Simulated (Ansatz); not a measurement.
A computed series for ZnS: response to strain

Consider ZnS in the wurtzite structure (space group P6_3mc, No. 186; a = 3.845 Å, c = 6.305 Å). Axes: x lies along a and z along c of the hexagonal cell.

Strains are applied to the cell and any free atomic positions relax.

Computed with PBE/PAW in Ansatz (a quantum-chemistry and plane-wave program), scalar-relativistic without spin-orbit coupling.

Notes on the quantities. pressure: mean of the normal stresses, compression positive.

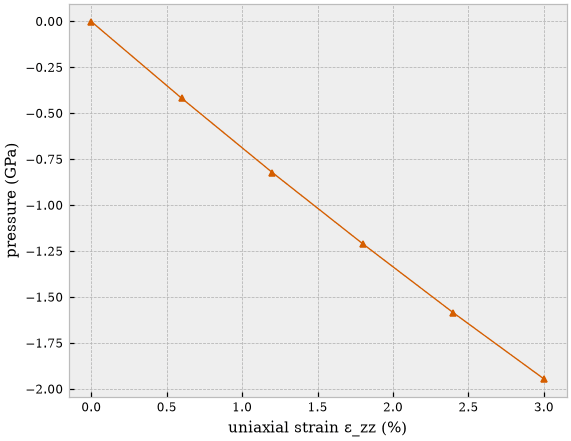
Figure. Pressure against uniaxial strain ε_zz

| uniaxial strain ε_zz (%) | pressure |
|---|---|
| 0.6 | -0.42 GPa |
| 1.2 | -0.82 GPa |
| 1.8 | -1.21 GPa |
| 2.4 | -1.59 GPa |
| 3 | -1.95 GPa |

Stability against distortions was not tested.
